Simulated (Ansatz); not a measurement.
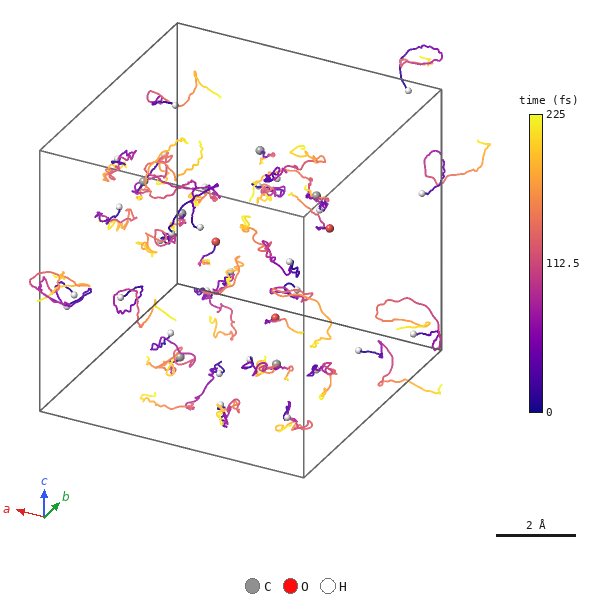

First-principles dynamics of a periodic cell with 3 CH3CH2OH + 5 H2 at 0.558 g/cm³, 225 fs long. Lines trace each atom's path, coloured by time; spheres stand at the starting positions. Seen from a free direction in the simulation cell.

These are results of Ansatz 0.2.0, DFT PBE, scalar-relativistic, plane waves, PAW, not measurements. Run with plane-wave cutoff 420 eV; k-point mesh 1 × 1 × 1; Fermi-Dirac smearing 0.05 eV; low-accuracy preset; Langevin thermostat (NVT); set temperature 700 K; time step 0.75 fs; friction 0.02 per fs.

Describe the motion.

In the second half of the run the atoms are, in the root-mean-square, this far from where they began (common drift taken out): H 1.19 Å, O 0.77 Å, C 0.45 Å. The heavy atoms stay within a fraction of a molecule's size of their starting places; so short a run doesn't tell a liquid from a solid. Over the second half the temperature averages 637 K (spread ±69 K). The potential energy in the second half lies on average 66.4 meV per atom above the first frame.

Limits of the set-up: the program's low-accuracy preset was used; the periodic images lie only 7.6 Å apart, so the values are limited by the cell's size.
